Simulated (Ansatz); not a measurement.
CH$_{7}$GaSe: several calculations on one system

### Relaxation

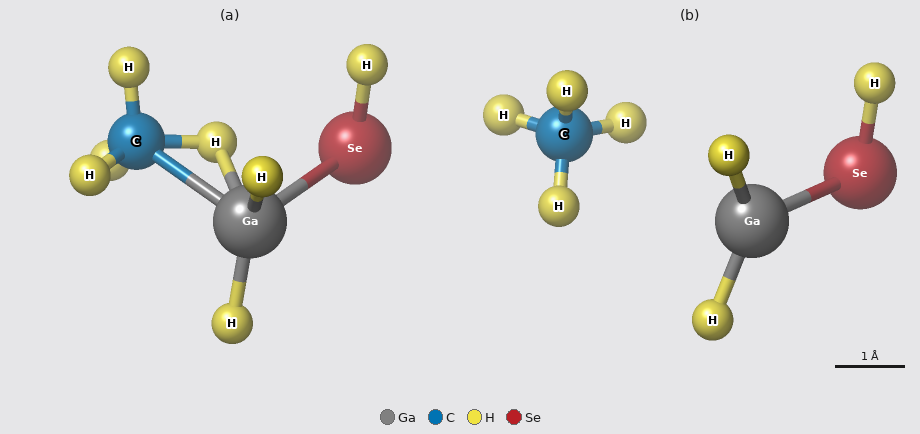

The structure of CH₇GaSe (started from a transition state, displaced along its imaginary mode) before (left) and after (right) a relaxation, at one scale.

The picture is a ball-and-stick view, seen from a free direction.

Level of theory: Ansatz, RKS PBE0-D4/def2-TZVP.

Input file:
```yaml
crystal:
  periodic: [false, false, false]
  atoms:
    - {symbol: Ga, position_ang: [-0.924821, -0.402017, -0.682853]}
    - {symbol: C, position_ang: [0.818111, 0.890334, -0.101272]}
    - {symbol: H, position_ang: [-0.559961, -0.935811, -2.102018]}
    - {symbol: H, position_ang: [-2.187296, 0.343763, -0.161292]}
    - {symbol: H, position_ang: [0.553025, -0.198588, 0.337230]}
    - {symbol: Se, position_ang: [-0.033713, -2.037934, 1.032493]}
    - {symbol: H, position_ang: [0.448037, 1.590540, -0.882125]}
    - {symbol: H, position_ang: [1.827336, 0.644051, -0.398672]}
    - {symbol: H, position_ang: [0.787706, 1.461748, 0.827678]}
    - {symbol: H, position_ang: [-0.728623, -1.355985, 2.130731]}
basis:
  gaussian: {orbitals: def2-TZVP}
hamiltonian: {xc: pbe0, dispersion: d4}
relax: {f_tol: 0.005, max_steps: 200}
```

Run as
```bash
ansatz run in.yaml --threads 8 --pin off --events-out ev --progress --plain --max-ram 19148MiB
```

Question: What changed between the two?

Answer: The atom that moves furthest after the best rigid fit is H8 (1.17 Å). Largest moves by element: H 1.17 Å, Se 0.81 Å, Ga 0.63 Å, C 0.53 Å. Among the contacts that change: H5–Se6 2.052 → 3.500 Å, Ga1–H5 1.807 → 3.056 Å, Ga1–C2 2.246 → 3.304 Å, Ga1–Se6 2.532 → 2.327 Å. Bonds break, among them: Ga1–C2 (2.25 → 3.30 Å), Ga1–H5 (1.81 → 3.06 Å). Bond angles that change, for instance: H5–C2–H7 138.8° → 110.2°, H5–C2–H8 95.7° → 108.9°, H5–C2–H9 99.1° → 109.9°. Over 34 accepted moves (38 points after the start) the energy falls by 1.229 eV. Largest force component: 1.1 eV/Å at the start, 0.0038 eV/Å at the end. The line search rejected the trial steps at points 21, 23, 33, 34 of the run. The forces were under the threshold at step 31, but the run went on from there.

### Relaxation

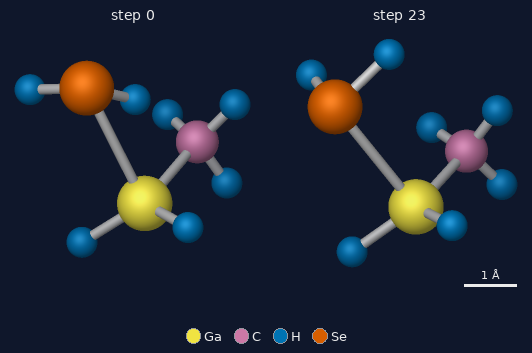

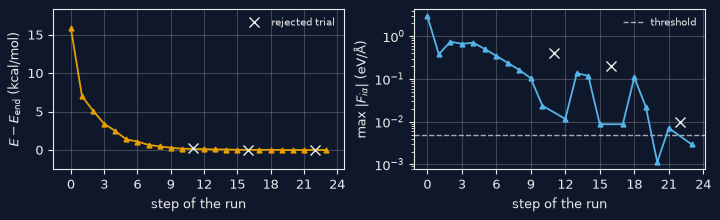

First and last geometry of a relaxation of CH₇GaSe (started from a transition state, displaced along its imaginary mode), with the history of the run. Style: ball-and-stick. Shown at a tilt.

Level of theory: RKS PBE0-D4/def2-TZVP in Ansatz 0.2.0. Set-up: force threshold 0.005 eV/Å; at most 200 steps.

Did the run converge, and what did it change?

Answer. It converged. An H atom moves most after the best rigid fit: 1.47 Å. Largest moves by element: H 1.47 Å, Se 0.50 Å, C 0.28 Å, Ga 0.18 Å. Among the contacts that change: H–Se 1.387 → 1.469 Å, Ga–Se 2.694 → 2.738 Å, C–Ga 2.015 → 1.982 Å, C–H 1.108 → 1.092 Å. Among the angles between lasting bonds that change: Ga–Se–H 47.0° → 97.2°, Ga–C–H 96.3° → 109.3°, C–Ga–Se 87.3° → 100.2°. Groups turn about Ga–Se by about 45°. The energy falls by 15.9 kcal/mol in 20 accepted moves (23 points after the start). Largest force component: 3 eV/Å at the start, 0.0029 eV/Å at the end. The line search rejected the trial steps at points 11, 16, 22 of the run. The forces were under the threshold at step 20, but the run went on from there.

### Reaction

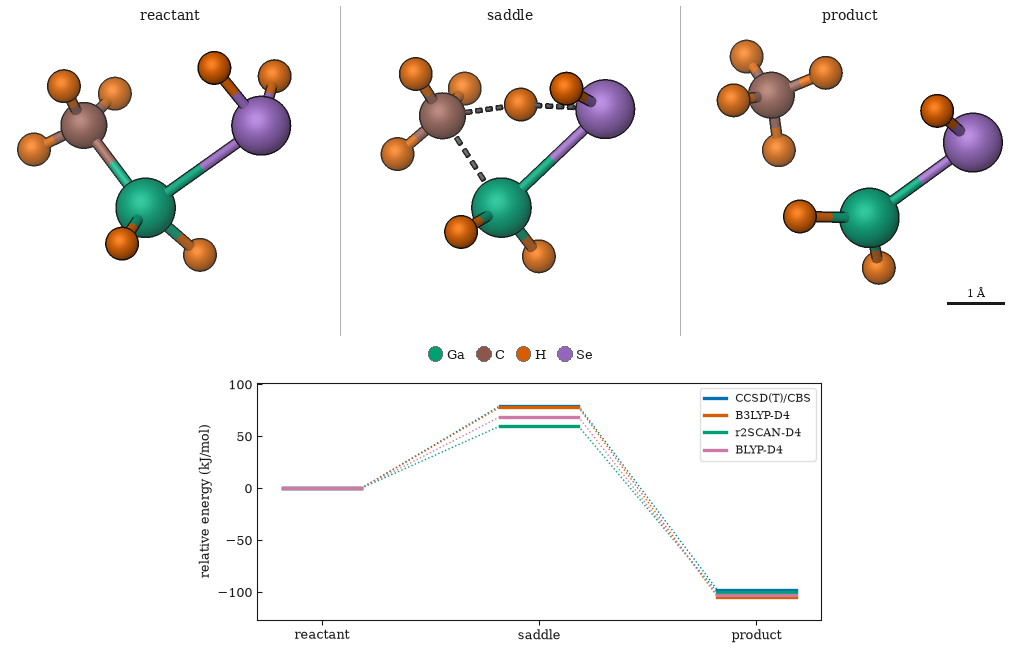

A reaction step of CH7GaSe, with its energy diagram. The picture is a ball-and-stick view, seen from a free direction. Dashed sticks mark bonds that form or break.

Stationary points at PBE0-D4/def2-TZVP, single-point energies with CCSD(T)/CBS, B3LYP-D4, r2SCAN-D4, BLYP-D4 (def2-TZVPP where no basis is named; Ansatz 0.2.0). The energies are electronic, without zero-point or thermal terms, and both ends are the minima reached downhill from the saddle, with any fragments still in contact. CCSD(T)/CBS stands for a frozen-core estimate: MP2 correlation extrapolated from def2-TZVPP and def2-QZVPP, CCSD(T) minus MP2 from the smaller set.

> Describe the step and its energetics.

Counted by bonded pieces, the reactant holds CH₇GaSe and the product holds CH₄ + GaH₃Se. From the reactant over the saddle to the product, a bond forms: C–H (3.56 → 1.56 → 1.09 Å). Bonds break: C–Ga (1.98 → 2.13 → 3.30 Å), H–Se (1.47 → 1.72 → 3.50 Å). Bonds that stay but change much: Ga–Se (2.74 → 2.61 → 2.33 Å). The saddle has one imaginary mode, 1023i cm⁻¹. With CCSD(T)/CBS the barrier is 79.6 kJ/mol from the reactant and 177.3 kJ/mol from the product, and the product lies 97.8 kJ/mol below the reactant.

```csv
level,barrier from the reactant (kJ/mol),barrier from the product (kJ/mol),the product less the reactant (kJ/mol)
CCSD(T)/CBS,79.6,177.3,−97.8
B3LYP-D4,78.1,182.4,−104.2
r2SCAN-D4,60.0,160.0,−100.0
BLYP-D4,68.9,171.8,−102.9
```

Against CCSD(T)/CBS, B3LYP-D4 comes closest on the barrier from the reactant (−1.4 kJ/mol) and r2SCAN-D4 misses most (−19.5 kJ/mol).
